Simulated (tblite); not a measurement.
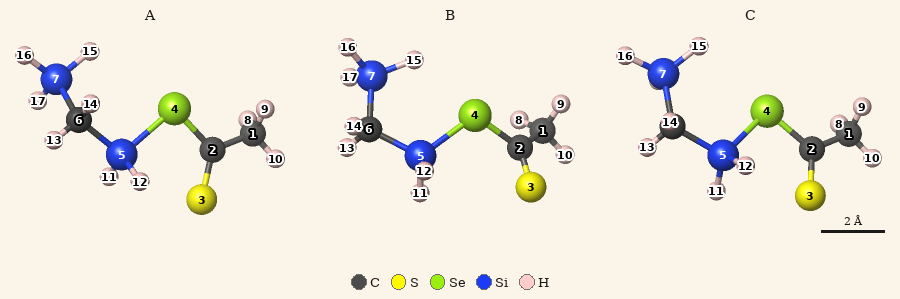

3 geometries from one relaxation of C$_{3}$H$_{10}$SSeSi$_{2}$, in shuffled order. Style: ball-and-stick. Shown from a free direction.

Level of theory: GFN2-xTB geometry optimisation, gas phase (tblite). 

Question: Put them in the order of the run, from the start to the converged end.

Answer: B, C, A. They are steps 0, 85, 193, at +45.8 kcal/mol, +1.14 kcal/mol relative to the last. After 193 geometry steps the energy has fallen by 45.8 kcal/mol. The largest moves after the best rigid fit, 1.41 Å, are those of H13 and H14. By element the largest moves are H 1.41 Å, S 1.28 Å, C 0.59 Å, Si 0.50 Å, Se 0.50 Å. Some distances before and after: S3–Si5 3.759 → 3.162 Å, Se4–Si7 3.550 → 3.896 Å, C2–S3 1.418 → 1.631 Å, Se4–Si5 2.248 → 2.326 Å. Bond angles that change, for instance: C2–Se4–Si5 111.9° → 96.5°, Se4–Si5–C6 114.5° → 104.8°, H11–Si5–H12 106.1° → 113.6°. Groups turn about Si5–C6 by about 55°, C6–Si7 by about 50°, C2–Se4 by about 40°.
